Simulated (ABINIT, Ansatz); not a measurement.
# Li3OCl (Pm-3m): bands and cutoff in G0W0 with ABINIT, part 2 of 2

Wanted: a converged G0W0 gap of Li3OCl (Pm-3m), or an estimate of the limit.

ABINIT 10.8.3; PBEsol and many-body steps on it, plane waves. Known limits of the many-body steps: not at the basis limit; coarse k mesh.

So far. Step 3 (Screening, 4×4×4 mesh, 27 bands, screening to 62.6 eV): Local fields lower ε∞ by 10 %. On a Γ-centred mesh this coarse the value itself is usually too large, while a short band sum pulls it down. Step 4 (27 bands, 62.6 eV): The gap on the mesh goes from 4.61 eV to 6.96 eV, a correction of +2.35 eV.

### 6. 66 bands, 114.3 eV

This step: G0W0 on PBEsol, plane waves, norm-conserving pseudopotentials.

The input, run.abi:

```
acell 3*1.0 Angstrom
rprim 
  3.908337000000 0.000000000000 0.000000000000
  0.000000000000 3.908337000000 0.000000000000
  0.000000000000 0.000000000000 3.908337000000
ntypat 3
znucl 3 17 8
natom 5
typat 1 1 1 2 3
xred 
  0.000000000000 0.500000000000 0.500000000000
  0.500000000000 0.000000000000 0.500000000000
  0.500000000000 0.500000000000 0.000000000000
  0.000000000000 0.000000000000 0.000000000000
  0.500000000000 0.500000000000 0.500000000000
pp_dirpath "pseudos"
pseudos "Li.upf, Cl.upf, O.upf"
ecut 36
ngkpt 4 4 4
nshiftk 1
shiftk 0 0 0
kptopt 1
chksymbreak 0
istwfk *1
occopt 1
irdwfk 1
optdriver 4
nband 66
gwcalctyp 0
ecutsigx 36
symsigma 1
nkptgw 2
kptgw 
  0.5000000000 0.5000000000 0.0000000000
  0.0000000000 0.0000000000 0.0000000000
bdgw 
  10 13
  9 14
ecuteps 4.2
irdscr 1
ppmodel 1
indata_prefix "in"
outdata_prefix "out"
tmpdata_prefix "tmp"
```

Started as:

```console
$ OMP_NUM_THREADS=1 mpirun -n 4 abinit run.abi > log
```

The log of the run:

```text
.Version 10.8.3 of ABINIT. v10.8.2 released Aug 2026.

 Symmetries : space group Pm -3 m (#221); Bravais cP (primitive cubic)
[... echo of the input left out ...]
== DATASET  1 ==================================================================
-   mpi_nproc: 4, omp_nthreads: 1 (-1 if OMP is not activated)

--- !DatasetInfo
iteration_state: {dtset: 1, }
dimensions: {natom: 5, nkpt: 10, mband: 66, nsppol: 1, nspinor: 1, nspden: 1, mpw: 4224, }
cutoff_energies: {ecut:  36.0, pawecutdg:  -1.0, }
electrons: {nelect:   2.20000000E+01, charge:   0.00000000E+00, occopt:   1.00000000E+00, tsmear:   1.00000000E-02, }

 SIGMA: Calculation of the GW corrections

 Based on a program developped by R.W. Godby, V. Olevano, G. Onida, and L. Reining.
 Incorporated in ABINIT by V. Olevano, G.-M. Rignanese, and M. Torrent.
.Using double precision arithmetic ; gwpc =  8

[... cell and pseudopotentials left out ...]
--------------------------------------------------------------------------------

 ==== K-mesh for the wavefunctions ====
 Number of points in the irreducible wedge :    10
[... list of points left out ...]
 Together with 48 symmetry operations and time-reversal symmetry
 yields    64 points in the full Brillouin Zone.

 ==== Q-mesh for screening function ====
 Number of points in the irreducible wedge :    10
[... list of points left out ...]
 Together with 48 symmetry operations and time-reversal symmetry
 yields    64 points in the full Brillouin Zone.

 vcoul_init : cutoff-mode = AUXILIARY_FUNCTION
 q-points for optical limit:   1
     1)      0.000010    0.000020    0.000030
 setmesh: FFT mesh size selected  =    40x   40x   40
          total number of points  =        64000

 Number of electrons calculated from density =   22.0000; Expected =   22.0000
[...]
number of omega for Sigma on real axis              0
 max omega for Sigma on real axis  [eV]           0.00
 zcut for avoiding poles [eV]                     0.10

 EPSILON^-1 parameters (SCR file):
 dimension of the eps^-1 matrix on file            171
 dimension of the eps^-1 matrix used               171
 number of plane-waves for wavefunctions          4139
 number of bands                                    66
 number of q-points in IBZ                          10
 number of frequencies                               2
 number of real frequencies                          1
 number of imag frequencies                          1

 matrix elements of self-energy operator (all in [eV])

 Perturbative Calculation

--- !SelfEnergy_ee
iteration_state: {dtset: 1, }
kpoint     : [   0.500,    0.500,    0.000, ]
spin       : 1
KS_gap     :    4.712
QP_gap     :    6.854
Delta_QP_KS:    2.142
data: !SigmaeeData |
     Band     E0 <VxcDFT>   SigX SigC(E0)      Z dSigC/dE  Sig(E)    E-E0       E
       10   1.281 -18.122 -23.553   4.088   0.779  -0.283 -19.168  -1.047   0.235
       11   1.281 -18.122 -23.553   4.088   0.779  -0.283 -19.168  -1.047   0.235
       12   5.994  -8.285  -3.738  -3.258   0.850  -0.177  -7.189   1.095   7.089
[...]
--- !SelfEnergy_ee
iteration_state: {dtset: 1, }
kpoint     : [   0.000,    0.000,    0.000, ]
spin       : 1
KS_gap     :    5.114
QP_gap     :    7.289
Delta_QP_KS:    2.175
data: !SigmaeeData |
     Band     E0 <VxcDFT>   SigX SigC(E0)      Z dSigC/dE  Sig(E)    E-E0       E
[...]
13   8.154  -8.619  -3.889  -3.330   0.847  -0.181  -7.433   1.187   9.340
       14   8.154  -8.619  -3.889  -3.330   0.847  -0.181  -7.433   1.187   9.340

== END DATASET(S) ==============================================================
================================================================================

 -outvars: echo values of variables after computation  --------
           etotal      0.0000000000E+00
            nband          66
             nkpt          10
          spgroup         221
 [... the other variables as echoed above ...]

 Calculation completed.
```

It took 15 s on 4 MPI ranks of Intel Xeon Platinum 8259CL at 2.50GHz (Skylake/Cascade Lake), shared host; peak memory 0.74 GiB; 59 s of CPU time.

This step gave:

| Property | Result |
| --- | --- |
| G0W0 gap on the points computed | 6.709 eV |
| starting gap on the mesh | 4.610 eV |
| k of the valence top | 0.5, 0.5, 0 |
| k of the conduction bottom | 0, 0, 0 |
| Z at the valence top | 0.779 |
| Z at the conduction bottom | 0.841 |
| least direct G0W0 gap on the computed points | 6.854 eV |

Against G0W0 in ABINIT (4×4×4 mesh, 27 bands, screening to 62.6 eV, Godby-Needs plasmon pole), the gap moves by −0.252 eV.

### 7. Screening, 4×4×4 mesh, 146 bands, screening to 176.9 eV

This step: RPA screening on PBEsol, plane waves, norm-conserving pseudopotentials.

Edit run.abi of step 6 so:

```diff
@@ -26,17 +26,8 @@
 irdwfk 1
-optdriver 4
-nband 66
-gwcalctyp 0
-ecutsigx 36
-symsigma 1
-nkptgw 2
-kptgw 
-  0.5000000000 0.5000000000 0.0000000000
-  0.0000000000 0.0000000000 0.0000000000
-bdgw 
-  10 13
-  9 14
-ecuteps 4.2
-irdscr 1
-ppmodel 1
+optdriver 3
+nband 146
+ecuteps 6.5
+inclvkb 2
+awtr 1
+symchi 1
 indata_prefix "in"
```

The log of the run:

```text
.Version 10.8.3 of ABINIT. v10.8.2 released Aug 2026.

 Symmetries : space group Pm -3 m (#221); Bravais cP (primitive cubic)
[... echo of the input left out ...]
== DATASET  1 ==================================================================
-   mpi_nproc: 4, omp_nthreads: 1 (-1 if OMP is not activated)

--- !DatasetInfo
iteration_state: {dtset: 1, }
dimensions: {natom: 5, nkpt: 10, mband: 146, nsppol: 1, nspinor: 1, nspden: 1, mpw: 4224, }
cutoff_energies: {ecut:  36.0, pawecutdg:  -1.0, }
[...]
--------------------------------------------------------------------------------
[... chi0 elements left out ...]
 For q-point:  0.000010 0.000020 0.000030
  dielectric constant =   3.0131
  dielectric constant without local fields =   3.4093

  Average fulfillment of the sum rule on Im[epsilon] for q-point    1 :     74.80  [%]
[... wings left out ...]
  q-point number  2        q = ( 0.250000, 0.000000, 0.000000) [r.l.u.]
--------------------------------------------------------------------------------
[... chi0 elements left out ...]
  Average fulfillment of the sum rule on Im[epsilon] for q-point    2 :     82.44  [%]

 [... 8 further q-points ...]
```

Elapsed: 1.9 min, on 4 MPI ranks; peak memory 1.3 GiB.

Numbers from this step:

```yaml
eps_infinity_with_local_fields_on_this_mesh_along_the_program_s_q_direction: 3.013
the_same_without_local_fields: 3.409
plasma_frequency: 22.54 eV
plane_waves_in_the_screening_matrix: 305
```

### 8. 146 bands, 176.9 eV

This step: G0W0 on PBEsol, plane waves, norm-conserving pseudopotentials.

Edit run.abi of step 7 so:

```diff
@@ -26,8 +26,17 @@
 irdwfk 1
-optdriver 3
+optdriver 4
 nband 146
+gwcalctyp 0
+ecutsigx 36
+symsigma 1
+nkptgw 2
+kptgw 
+  0.5000000000 0.5000000000 0.0000000000
+  0.0000000000 0.0000000000 0.0000000000
+bdgw 
+  10 13
+  9 14
 ecuteps 6.5
-inclvkb 2
-awtr 1
-symchi 1
+irdscr 1
+ppmodel 1
 indata_prefix "in"
```

The log of the run:

```text
.Version 10.8.3 of ABINIT. v10.8.2 released Aug 2026.

 Symmetries : space group Pm -3 m (#221); Bravais cP (primitive cubic)
[... echo of the input left out ...]
== DATASET  1 ==================================================================
-   mpi_nproc: 4, omp_nthreads: 1 (-1 if OMP is not activated)

--- !DatasetInfo
iteration_state: {dtset: 1, }
dimensions: {natom: 5, nkpt: 10, mband: 146, nsppol: 1, nspinor: 1, nspden: 1, mpw: 4224, }
cutoff_energies: {ecut:  36.0, pawecutdg:  -1.0, }
[...]
Band     E0 <VxcDFT>   SigX SigC(E0)      Z dSigC/dE  Sig(E)    E-E0       E
[...]
13   8.154  -8.619  -3.889  -3.549   0.845  -0.184  -7.622   0.998   9.151
       14   8.154  -8.619  -3.889  -3.549   0.845  -0.184  -7.622   0.998   9.151

== END DATASET(S) ==============================================================
================================================================================

 -outvars: echo values of variables after computation  --------
           etotal      0.0000000000E+00
            nband         146
             nkpt          10
          spgroup         221
 [... the other variables as echoed above ...]

 Calculation completed.
```

Run time: 40 s. Hardware: 4 MPI ranks; peak memory 1.4 GiB.

This step gave:

- G0W0 gap on the points computed: 6.797 eV
- starting gap on the mesh: 4.610 eV
- k of the valence top: 0.5, 0.5, 0
- k of the conduction bottom: 0, 0, 0
- least direct G0W0 gap on the computed points: 6.933 eV

Against G0W0 in ABINIT (4×4×4 mesh, 66 bands, screening to 114.3 eV, Godby-Needs plasmon pole), the gap moves by +0.088 eV.

### 9. The runs together

Times are wall times on 4 MPI ranks of Intel Xeon Platinum 8259CL at 2.50GHz (Skylake/Cascade Lake), shared host. The host was busy with other work, so they are no guide to cost. A run's time includes the screening step that it read.

| run | mesh | bands | screening cutoff (eV) | DFT gap (eV) | gap on the mesh (eV) | direct (eV) | ε∞ used | time |
| --- | --- | --- | --- | --- | --- | --- | --- | --- |
| 27 bands, 62.6 eV | 4×4×4 | 27 | 62.6 | 4.610 | 6.961 | 7.163 | 2.98 | 24 s |
| 66 bands, 114.3 eV | 4×4×4 | 66 | 114.3 | 4.610 | 6.709 | 6.854 | 3.01 | 48 s |
| 146 bands, 176.9 eV | 4×4×4 | 146 | 176.9 | 4.610 | 6.797 | 6.933 | 3.01 | 2.6 min |

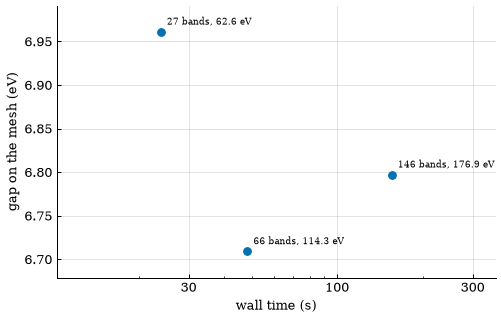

Result against wall time.

### 10. Summary of results

```json
{
  "27 bands, 62.6 eV": "6.961 eV",
  "66 bands, 114.3 eV": "6.709 eV",
  "146 bands, 176.9 eV": "6.797 eV",
  "known limits": "not at the basis limit; coarse k mesh"
}
```

What this shows: From the first rung to the last the gap moves by −0.16 eV for 6.5 times the time. The gap turns back along the series, so no limit is drawn from it. In the G0W0 runs levels were corrected at 2 k points alone, so a gap called «on the mesh» is the least over those, and an edge elsewhere would be missed. The 4×4×4 mesh is coarse for this cell, which bears on the long-range parts of exchange and screening.

[Paths, hosts, dates, memory and timing lines, banners, echoed tables and standing remarks are left out of the program output.]

[Logs are printed without paths, hosts, clocks, repeated set-up lines and the standing remarks that a program may print on its own settings, such as how far it seeks lower states.]

[Runs of the session that timed out or met a known fault of the program may be left out.]

[Hosts, paths, dates, database ids (printed as entryN), source tags and the programs' standing remarks are cut or masked in the printed files.]

[G0W0 gaps are taken among the corrected bands and points alone; a level outside them can change the order at an edge.]

[Where Ansatz stands beside ABINIT at settings called matched, ABINIT's density can come from a denser mesh and the files from another edition; pairs whose starting gaps differed by over 0.03 eV were left out, so agreement reads better than it is.]
